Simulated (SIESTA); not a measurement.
Band structure of Hf5Sc (P-62m, 6 atoms in the cell).

```yaml
crystal:
  lattice:
    - [5.56147, 0.00000, 0.00000]
    - [-2.78073, 4.81637, 0.00000]
    - [0.00000, 0.00000, 5.02450]
  atoms:
    - { symbol: Hf, position: [0.66053, 0.00000, 0.00000] }
    - { symbol: Hf, position: [0.33947, 0.33947, 0.00000] }
    - { symbol: Hf, position: [0.00000, 0.66053, 0.00000] }
    - { symbol: Hf, position: [0.33333, 0.66667, 0.50000] }
    - { symbol: Hf, position: [0.66667, 0.33333, 0.50000] }
    - { symbol: Sc, position: [0.00000, 0.00000, 0.50000] }
```

Method of the run: GGA PBEsol, numerical atomic orbitals TZP, PseudoDojo PBEsol standard norm-conserving potentials (rewritten from UPF to PSML) (SIESTA).

Settings: XC.functional = GGA; XC.authors = PBEsol; potentials = PseudoDojo PBEsol standard; PAO.BasisSize = TZP; PAO.EnergyShift = 0.01 Ry; MeshCutoff = 400 Ry; kgrid.MonkhorstPack = 5 5 5; OccupationFunction = MP; OccupationMPOrder = 0; ElectronicTemperature = 100 meV; MaxSCFIterations = 150; SCF.Mixer.Method = Broyden; SCF.Mixer.Weight = 0.2; SCF.Mixer.History = 8.

The starting cell comes from a database of computed structures (which also holds hypothetical and non-ambient phases and stackings), without a prior relaxation at this level. Spin-orbit coupling is off. Values carry the incompleteness of an atom-centred basis.

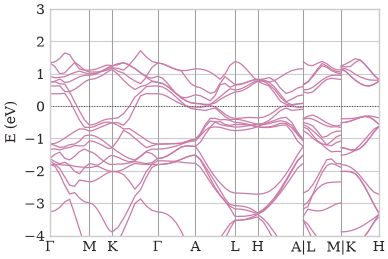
Figure. Bands along the path, energies from the Fermi level.

Levels in eV from the Fermi level, bands 33 to 38:
| point | 33 | 34 | 35 | 36 | 37 | 38 |
|---|---|---|---|---|---|---|
| Γ | -1.17 | -1.17 | 0.38 | 0.62 | 0.73 | 0.73 |
| M | -0.89 | -0.77 | -0.66 | -0.58 | 0.82 | 0.95 |
| K | -1.28 | -0.51 | -0.51 | -0.39 | 1.12 | 1.18 |
| A | -1.03 | -1.03 | -0.10 | -0.04 | 0.08 | 0.08 |
| L | -0.57 | -0.50 | -0.41 | -0.38 | 0.44 | 0.50 |
| H | -0.63 | -0.56 | -0.56 | -0.36 | 0.76 | 0.76 |

Bands cross the Fermi level along this path, so the cell is metallic at this level.

Higher empty bands are left out: an atom-centred basis made for the valence describes them poorly.
